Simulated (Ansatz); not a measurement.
# LiH (Fm-3m): a volume series of phonon spectra

Which modes of LiH drive its thermal expansion?

What experiment has found for this phase:
- heat capacity C_P per formula unit 28.1 J/mol/K and bulk modulus 33.7 GPa near room temperature (given in “High-Throughput Prediction of Finite-Temperature Properties using the Quasi-Harmonic Approximation”, 2016, arXiv:1603.06924)

Method: DFT LDA, scalar-relativistic, plane waves, PAW, in Ansatz 0.2.0.

The database entry behind the starting cell differs from later determinations by our own check (the deuteride, about 0.2 % short), so it need not match the best structure at ambient conditions.

## (1) Set-up

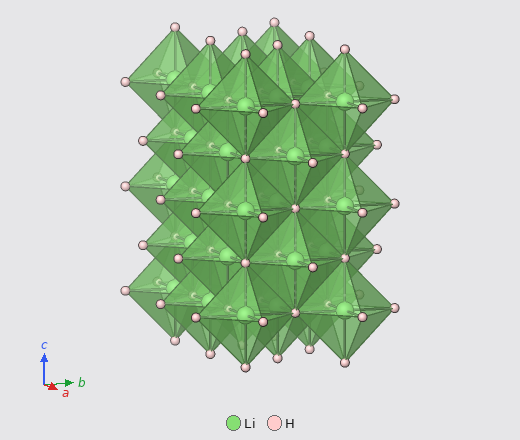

The cell as given, slightly off an axis (lithium green, hydrogen pink). 2×1×2 cells are drawn. This picture shows the conventional cell, with its axes. Some periodic images of atoms are drawn too.

## (2) A first coarse run

Before spending time, one coarse run tells the gap and the pressure of the starting cell.

Contents of input.yaml:

```yaml
crystal:
  lattice:
    - [0.0, 2.03675, 2.03675]
    - [2.03675, 0.0, 2.03675]
    - [2.03675, 2.03675, 0.0]
  atoms:
    - { symbol: Li, position: [0.0, 0.0, 0.0] }
    - { symbol: H, position: [0.5, 0.5, 0.5] }
kpoints:
  mp_grid: { grid: [8, 8, 8] }
hamiltonian:
  xc: lda
scf:
  occupations: { method: gaussian, width: 0.1 }
output:
  forces: true
  stress: true
  eigenvalues: true
```

Started as:

```sh
$ ansatz run input.yaml --threads 4 --pin off --max-ram 16384MiB --backend cpu --events-out ev --progress --plain --runs-dir out
```

Numbers of over 12 decimals in the logs are rounded to 6 here.

The log of the run:

```text
Engine: ansatz 0.2.0, x86_64-unknown-linux-gnu
Pseudopotentials: kind: paw
Pseudopotential: Li, paw, valence charge 3, recommended cutoff 420 eV (normal), Li.paw.azcp
Pseudopotential: H, paw, valence charge 1, recommended cutoff 420 eV (normal), H.paw.azcp
Functional definition: SPW92
  exchange = slater_x
  correlation = pw_c
Crystal: 2 atoms, lattice volume = 16.898 Å³
Basis set: ecut = 420 eV, 331 PW (Γ)
Bands: 6, of which v1, the nominal top of the filled ones, is band 2 counted from 1 (1 counted from 0)
Symmetry: 48 space group operations
Space group: Fm-3m (ITA 225), of the structure as read, at distance tolerance 2.6e-5 Å
k-points: 29 of 512
Non-local potential: Li, projectors of the file, l = 0: 3, l = 1: 2, l = 2: 1
Non-local potential: H, projectors of the file, l = 0: 2, l = 1: 1
PAW form: soft (Blöchl's): semilocal exchange-correlation on the pseudo side does not see the compensation charge
PAW one-centre angular grid: Li, 110 points (default); XC on 64 Gauss nodes
PAW one-centre angular grid: H, 110 points (default); XC on 64 Gauss nodes
Initial density: superposition of atomic densities (neutral atoms: chi_scale 0, normalization atom), corrected by the library's trained network
Initial wavefunctions: pseudopotential atomic-orbital guess
Functional: x = slater, c = lda
SCF iter   1: F=—  HF=-218.197325 eV  |F-HF|=—  |Δ(HF+E_count)|=         —  Δρ=1.22e-2  dr2=1.64e-2  ethr=1.77e-3  ⟨swp⟩=3.2  Hψ=1326  notcnv=0
preconditioner: auto → none  [insulator: Δε(μ)=2.520 eV  Ē_g=13.423 eV  σ=0.100 eV  W_gap=1.00  n_scr=0 (ndim 8)  ℏωp=12.8 eV  f_vac=0.000  D(μ)=0.00/eV (n_scr^D=0)  ε∞_Penn≈1.9]
SCF iter   2: F=—  HF=-218.188270 eV  |F-HF|=—  |Δ(HF+E_count)|=   9.06e-3  Δρ=4.08e-3  dr2=1.67e-3  ethr=4.10e-4  ⟨swp⟩=1.1  Hψ=410  notcnv=0
SCF iter   3: F=—  HF=-218.186957 eV  |F-HF|=—  |Δ(HF+E_count)|=   1.31e-3  Δρ=1.58e-4  dr2=1.78e-6  ethr=4.18e-5  ⟨swp⟩=2.1  Hψ=215  notcnv=0
SCF iter   4: F=—  HF=-218.186956 eV  |F-HF|=—  |Δ(HF+E_count)|=   6.31e-7  Δρ=2.04e-5  dr2=5.49e-8  ethr=4.44e-8  ⟨swp⟩=2.2  Hψ=227  notcnv=0
iter 5 did not close the SCF: its close was put off for the readings that it lacked (scf_convergence_deferred on its scf_iter line)
SCF iter   5: F=-218.186956 eV  HF=-218.186956 eV  |F-HF|=1.13e-10  |Δ(HF+E_count)|=   3.17e-8  Δρ=1.71e-6  dr2=2.77e-10  ethr=1.37e-9  ⟨swp⟩=1.1  Hψ=179  notcnv=0
SCF iter   6: F=-218.186956 eV  HF=-218.186956 eV  |F-HF|=2.56e-13  |Δ(HF+E_count)|=  1.48e-10  Δρ=1.23e-7  dr2=9.82e-13  ethr=6.92e-12  ⟨swp⟩=1.1  Hψ=491  notcnv=0
SCF 1 converged in 6 iterations: F = -218.186956 eV  dr2 = 9.82e-13
  greatest PAW one-centre occupation: 1.000 electrons in one spin orbital (limit 2), on the Li atom at site 0 (counted from 0), in its partial waves of l = 0
SCF converged after 6 iterations
Free energy (F): -218.186956 eV
Harris-Foulkes:  -218.186956 eV  (|F-HF|=2.56e-13)
Internal energy: -218.186956 eV  (E = F + TS)
E sigma→0 (E₀):  -218.186956 eV
Fermi energy:    1.796924 eV
--- Per-component energies (eV) ---
  E_band       = -89.656436
  E_kinetic    = 35.025770
  E_local      = -125.410042  (includes V_loc(G=0)·N_el)
  E_nonlocal   = -31.700996
  E_hartree    = 34.977313
  E_xc         = -19.541927
  E_vxc        = -25.490521  (∫ρ·V_xc dr)
  E_paw        = -18.943190  (= ΣΔE_a)
  E_vpaw       = -12.034310  (= ΣTr[D̂ρ^β])
  E_aug_tail   = -0.000968  (compensation charges beyond the density's cutoff)
  E_ewald      = -92.592916
  E_smearing   = -0.000000  (= −TS)
  E_closure    = -0.000000  (closes the sum)
  Σ components = -218.186956   (vs F -218.186956, Δ=0.00e0)
--- Forces (eV/Å), atoms counted from 1 ---
  atom   1  Li    -0.00000000     0.00000000     0.00000000
  atom   2  H      0.00000000    -0.00000000    -0.00000000
  max |Σ_I F_I| component: 9.59e-31 eV/Å
--- Stress (GPa, compression-positive) ---
       -4.080787       0.000000      -0.000000
        0.000000      -4.080787       0.000000
        0.000000       0.000000      -4.080787
  P = ⅓ Tr σ = -4.0808 GPa (-40.808 kbar)
--- Band table (eV; the first three rows and the last of 29) ---
  k-point 0: bands = ["-43.0030", "-4.9088", "15.9845", "17.3948", "17.3948", "17.3948"]
  k-point 1: bands = ["-42.9967", "-4.6403", "13.7115", "16.3124", "16.8804", "16.8804"]
  k-point 2: bands = ["-42.9812", "-3.8687", "9.6704", "14.9272", "16.2125", "16.2125"]
  k-point 28: bands = ["-42.9458", "0.2388", "5.3343", "5.3343", "11.5760", "17.1940"]
```

Elapsed: 1.4 s, on 4 threads of Intel Xeon Platinum 8375C at 2.90GHz (Ice Lake), shared host; peak memory 0.3 GiB; 1.6 s of CPU time.

This step gave:

| Property | Result |
| --- | --- |
| pressure | -4.081 GPa |
| gap on the k-mesh | 2.656 eV |
| volume per atom | 8.449 Å³ |

The start is under -4.1 GPa at this level and looks like an insulator or semiconductor on this mesh.

## (3) Relaxation

The vibrations must be taken about the equilibrium of this functional, not about the starting cell, so the structure is relaxed.

input.yaml, the sections that differ from step 2:

```yaml
kpoints:
  mp_grid: { grid: [10, 10, 10] }
scf:
  occupations: { method: gaussian, width: 0.02 }
output:
  forces: true
  stress: true
  eigenvalues: true
  write_density: true
  write_potential: true
  elf: true
  volumetric_format: npy
relax:
  adjacent_minimum: "off"
  f_tol: 0.005
  max_steps: 80
  cell: { stress_tol: 0.05 }
# crystal, hamiltonian: as in step 2
```

The log of the run:

```text
[...]
Crystal: 2 atoms, lattice volume = 16.898 Å³
Basis set: ecut = 420 eV, 331 PW (Γ)
Bands: 6, of which v1, the nominal top of the filled ones, is band 2 counted from 1 (1 counted from 0)
Symmetry: 48 space group operations
[...]
k-points: 47 of 1000
[...]
SCF iter   1: F=—  HF=-218.197468 eV  |F-HF|=—  |Δ(HF+E_count)|=         —  Δρ=1.22e-2  dr2=1.64e-2  ethr=1.77e-3  ⟨swp⟩=4.1  Hψ=2285  notcnv=0
[...]
SCF iter   6: F=-218.187068 eV  HF=-218.187068 eV  |F-HF|=2.27e-13  |Δ(HF+E_count)|=  1.01e-10  Δρ=9.19e-8  dr2=5.65e-13  ethr=1.94e-11  ⟨swp⟩=3.0  Hψ=936  notcnv=0
the search or the solves at the SCF's close seem to have found levels that the self-consistency loop had missed (the run counts 1). By its estimate they hold under 1e-12 electrons; where the run keeps them, the occupations were computed again with them
SCF 1 converged in 6 iterations: F = -218.187068 eV  dr2 = 5.65e-13
[...]
relax step   1: F+E_penalty+E_count = -218.18706751 eV  Δ(F+E_penalty+E_count) = +0.000e0 eV  max|allowed force component| = 3.172e-30 eV/Å  Δτ_max = 0.0000 Å  P = -4.085 GPa  Ω = 16.898 Å³  (6 SCF iters, accepted)
Crystal: 2 atoms, lattice volume = 15.401 Å³
Basis set: ecut = 420 eV, 307 PW (Γ)
[...]
iter 1 solved again at ethr=1.15e-4 eV; its pass at ethr=3.10e-3 eV (dr2=4.61e-3 eV) is discarded
[...]
SCF iter   5: F=-218.213465 eV  HF=-218.213465 eV  |F-HF|=1.27e-11  |Δ(HF+E_count)|=  9.01e-10  Δρ=5.88e-7  dr2=2.85e-11  ethr=9.62e-11  ⟨swp⟩=3.1  Hψ=937  notcnv=0
SCF 2 converged in 5 iterations: F = -218.213465 eV  dr2 = 2.85e-11
relax step   2: F+E_penalty+E_count = -218.21346518 eV  Δ(F+E_penalty+E_count) = -2.640e-2 eV  max|allowed force component| = 8.957e-31 eV/Å  Δτ_max = 0.0000 Å  P = -1.158 GPa  Ω = 15.401 Å³  energy of the carried Pulay correction = +9.388e-4 eV  (5 SCF iters, dr2 threshold 2.00e-7 eV, accepted)
Crystal: 2 atoms, lattice volume = 14.880 Å³
Basis set: ecut = 420 eV, 283 PW (Γ)
[...]
SCF iter   4: F=-218.215443 eV  HF=-218.215443 eV  |F-HF|=2.89e-10  |Δ(HF+E_count)|=   2.05e-7  Δρ=3.32e-6  dr2=1.16e-9  ethr=5.00e-9  ⟨swp⟩=6.9  Hψ=1600  notcnv=0
SCF 3 converged in 4 iterations: F = -218.215443 eV  dr2 = 1.16e-9
relax step   3: F+E_penalty+E_count = -218.21544272 eV  Δ(F+E_penalty+E_count) = -1.978e-3 eV  max|allowed force component| = 1.931e-30 eV/Å  Δτ_max = 0.0000 Å  P = +0.189 GPa  Ω = 14.880 Å³  energy of the carried Pulay correction = +1.286e-3 eV  (4 SCF iters, dr2 threshold 2.00e-7 eV, accepted)
[...]
relax step   4: F+E_penalty+E_count = -218.21543504 eV  Δ(F+E_penalty+E_count) = +7.684e-6 eV  max|allowed force component| = 4.427e-31 eV/Å  Δτ_max = 0.0000 Å  P = -0.007 GPa  Ω = 14.951 Å³  energy of the carried Pulay correction = +1.238e-3 eV  (3 SCF iters, dr2 threshold 8.96e-8 eV, accepted)
[...]
SCF iter   4: F=-218.214454 eV  HF=-218.214454 eV  |F-HF|=3.41e-13  |Δ(HF+E_count)|=  6.71e-10  Δρ=9.08e-8  dr2=2.37e-13  ethr=1.00e-12  ⟨swp⟩=4.1  Hψ=710  notcnv=0
SCF 5 converged in 4 iterations: F = -218.214454 eV  dr2 = 2.37e-13
relax step   5: F+E_penalty+E_count = -218.21445412 eV  Δ(F+E_penalty+E_count) = +9.809e-4 eV  max|allowed force component| = 5.069e-31 eV/Å  Δτ_max = 0.0000 Å  P = -0.050 GPa  Ω = 14.951 Å³  stress off target by 4.97e-2 GPa  SCF on the basis re-selected at this cell (its energy is not comparable with the rows above)  (4 SCF iters)
basis re-selected at this cell: Δ(F+E_penalty+E_count) = +9.809e-4 eV, ΔP = -0.043 GPa vs the last step (what re-selecting the basis moved, of the pressure what is left beyond the Pulay correction that the steps carried, after the strain that the cell walked since its last selection, with what the two solves' SCF thresholds leave and, on support functions, any second-order correction that the steps lacked; it is no m [...]
SCF converged after 4 iterations
Free energy (F): -218.214454 eV
[...]
Internal energy: -218.214454 eV  (E = F + TS)
E sigma→0 (E₀):  -218.214454 eV
Fermi energy:    2.406086 eV
[...]
--- Stress (GPa, compression-positive) ---
       -0.049705       0.000000       0.000000
        0.000000      -0.049705       0.000000
        0.000000       0.000000      -0.049705
  P = ⅓ Tr σ = -0.0497 GPa (-0.497 kbar)
--- Band table (eV; the first three rows and the last of 47) ---
[...]
--- Relaxed structure (4 steps of the walk, 4 accepted, 1 SCFs on fresh bases) ---
  F+E_penalty+E_count = -218.21445412 eV   max|allowed force component| = 5.069e-31 eV/Å   (the final SCF, on the basis selected at the relaxed cell)
  cell:  # Å, volume = 14.9507 Å³
    - [0, 1.955289, 1.955289]
    - [1.955289, 0, 1.955289]
    - [1.955289, 1.955289, 0]
  atoms:
    - { symbol: Li, position: [0, 0, 0] }
    - { symbol: H, position: [0.5, 0.5, 0.5] }
```

It took 0.84 s on 4 threads; peak memory 0.34 GiB.

Relaxation path:

| step | energy less that of the first step (eV) | largest force component (eV/Å) | pressure (GPa) | volume (Å³) |
| --- | --- | --- | --- | --- |
| 1 | 0.0000 | 0.0000 | -4.09 | 16.90 |
| 2 | -0.0264 | 0.0000 | -1.16 | 15.40 |
| 3 | -0.0284 | 0.0000 | 0.19 | 14.88 |
| 4 | -0.0284 | 0.0000 | -0.01 | 14.95 |
| 5* | -0.0274 | 0.0000 | -0.05 | 14.95 |

Relaxation steps marked * repeat the geometry before them on a plane-wave basis chosen anew for their cell, so energy and pressure can jump there.

Forces are held to the 48 operations that the run works with; a distortion that breaks them can't arise in this run.

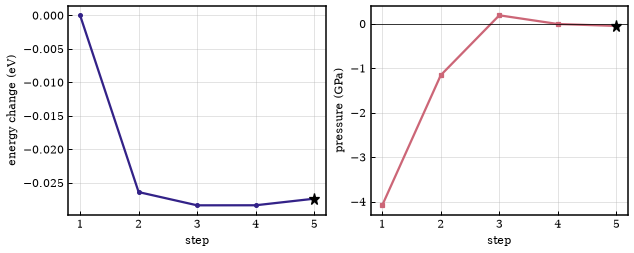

Energy and pressure along the relaxation. Stars mark steps on a basis chosen anew.

| conventional cell, symmetrised | before | after | change |
| --- | --- | --- | --- |
| a (Å) | 4.074 | 3.911 | -4.0 % |
| b (Å) | 4.074 | 3.911 | -4.0 % |
| c (Å) | 4.074 | 3.911 | -4.0 % |
| volume (Å³/atom) | 8.45 | 7.48 | -11.5 % |

The relaxed structure:

```cif
data_structure
_symmetry_space_group_name_H-M 'P 1'
_symmetry_Int_Tables_number 1
_cell_length_a 2.7652
_cell_length_b 2.7652
_cell_length_c 2.7652
_cell_angle_alpha 60.000
_cell_angle_beta 60.000
_cell_angle_gamma 60.000
_cell_volume 14.95
loop_
_atom_site_label
_atom_site_type_symbol
_atom_site_fract_x
_atom_site_fract_y
_atom_site_fract_z
_atom_site_occupancy
Li1 Li 0.00000 0.00000 0.00000 1
H2 H 0.50000 0.50000 0.50000 1
```

This step gave:

```yaml
pressure: -0.04971 GPa
gap_on_the_k_mesh: 2.541 eV
volume_per_atom: 7.475 Å³
```

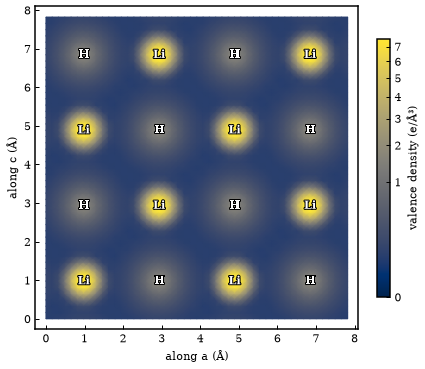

Valence density in the ac plane of the conventional cell at fractional y = 0.000, with atoms of Li and H within 0.2 Å of it. It is the smooth field of the valence electrons, not physical close to the nuclei. The map starts off the cell's origin, so that atoms lie inside it. The colour scale is stretched toward low values.

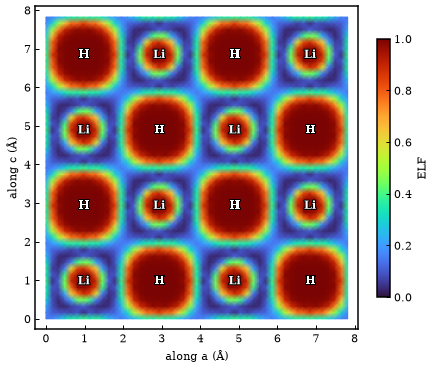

ELF in the ac plane of the conventional cell at fractional y = 0.000, with atoms of Li and H within 0.2 Å of it. It is the smooth field of the valence electrons, not physical close to the nuclei. The map starts off the cell's origin, so that atoms lie inside it.

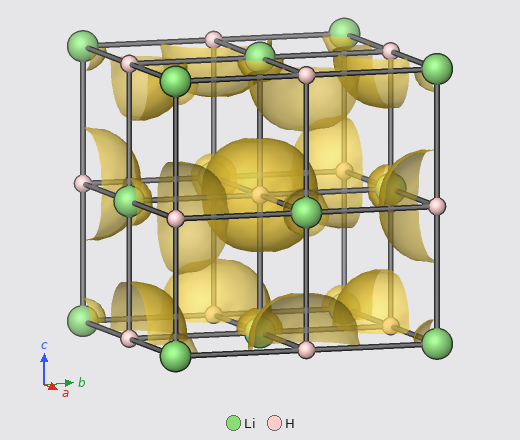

Surface of ELF = 0.85.

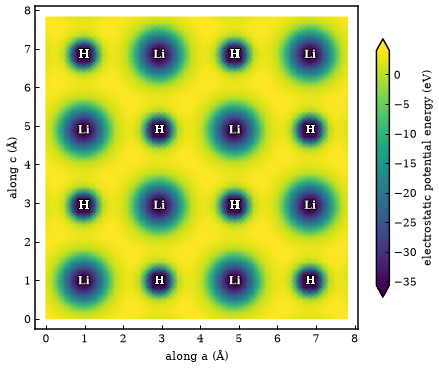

Electrostatic potential energy in the ac plane of the conventional cell at fractional y = 0.000, with atoms of Li and H within 0.2 Å of it. With pseudopotentials it is smooth inside the atoms' cores, unlike the true potential. The map starts off the cell's origin, so that atoms lie inside it.

The relaxation ends with a pressure of -0.05 GPa.

## (4) A second relaxation

The relaxation is run once more from where the first one ended, as the script does after a large change of volume or of the gap, with mesh and occupations reviewed.

input.yaml, the sections that differ from step 3:

```yaml
crystal:
  lattice:
    - [0.0, 1.9552887198, 1.9552887198]
    - [1.9552887198, 0.0, 1.9552887198]
    - [1.9552887198, 1.9552887198, 0.0]
  atoms:
    - { symbol: Li, position: [0.0, 0.0, 0.0] }
    - { symbol: H, position: [0.5, 0.5, 0.5] }
output:
  forces: true
  stress: true
  eigenvalues: true
# kpoints, hamiltonian, scf, relax: as in step 3
```

The log of the run:

```text
[...]
Crystal: 2 atoms, lattice volume = 14.951 Å³
Basis set: ecut = 420 eV, 283 PW (Γ)
Bands: 6, of which v1, the nominal top of the filled ones, is band 2 counted from 1 (1 counted from 0)
Symmetry: 48 space group operations
[...]
k-points: 47 of 1000
[...]
P = ⅓ Tr σ = -0.0497 GPa (-0.497 kbar)
--- Band table (eV; the first three rows and the last of 47) ---
[...]
--- Relaxed structure (1 steps of the walk, 1 accepted, 1 SCFs on fresh bases) ---
[...]
cell:  # Å, volume = 14.9507 Å³
    - [0.0, 1.9552887198, 1.9552887198]
    - [1.9552887198, 0.0, 1.9552887198]
    - [1.9552887198, 1.9552887198, 0.0]
  atoms:
    - { symbol: Li, position: [0.0, 0.0, 0.0] }
    - { symbol: H, position: [0.500000, 0.500000, 0.500000] }
[key lines of the parts left out:]
SCF converged after 3 iterations
Free energy (F): -218.214454 eV
Fermi energy:    2.406086 eV
```

It took 0.46 s on 4 threads; peak memory 0.32 GiB.

Little changed from the start: no atom moved by 0.005 Å and no cell edge by 0.1 %.

## (5) Tight relaxation

The thresholds are tightened for a last relaxation ahead of the phonons, and where mesh or smearing change with them the cell follows.

input.yaml, the sections that differ from step 4:

```yaml
kpoints:
  mp_grid: { grid: [12, 12, 12] }
scf:
  occupations: { method: fixed }
relax:
  adjacent_minimum: "off"
  f_tol: 0.001
  max_steps: 60
  cell: { stress_tol: 0.01 }
# crystal, hamiltonian, output: as in step 4
```

The log of the run:

```text
[...]
Crystal: 2 atoms, lattice volume = 14.951 Å³
Basis set: ecut = 420 eV, 283 PW (Γ)
Bands: 6, of which v1, the nominal top of the filled ones, is band 2 counted from 1 (1 counted from 0)
Symmetry: 48 space group operations
[...]
k-points: 72 of 1728
[...]
P = ⅓ Tr σ = -0.0006 GPa (-0.006 kbar)
--- Band table (eV; the first three rows and the last of 72) ---
[...]
--- Relaxed structure (3 steps of the walk, 3 accepted, 1 SCFs on fresh bases) ---
[...]
cell:  # Å, volume = 14.9318 Å³
    - [0, 1.954464, 1.954464]
    - [1.954464, 0, 1.954464]
    - [1.954464, 1.954464, 0]
  atoms:
    - { symbol: Li, position: [0, 0, 0] }
    - { symbol: H, position: [0.500000, 0.500000, 0.500000] }
[key lines of the parts left out:]
SCF converged after 4 iterations
Free energy (F): -218.214487 eV
Fermi energy:    1.142785 eV
```

Run time: 0.75 s. Hardware: 4 threads; peak memory 0.34 GiB.

Little changed from the start: no atom moved by 0.005 Å and no cell edge by 0.1 %.

Numbers from this step:

```
pressure          : -6.43e-4 GPa
gap on the k-mesh : 2.540 eV
volume per atom   : 7.466 Å³
```

The residual pressure is -6.4e-4 GPa, small enough for phonons.

(Part 1 of 3 ends here.)

[Logs are printed without paths, hosts, clocks, repeated set-up lines and the standing remarks that a program may print on its own settings, such as how far it seeks lower states.]

[Hosts, paths, dates, database ids (printed as entryN), source tags and the programs' standing remarks are cut or masked in the printed files.]

[A step with changed settings may run another functional than the one named; its input shows which.]

[Of the runs on displaced cells, only some may be shown.]
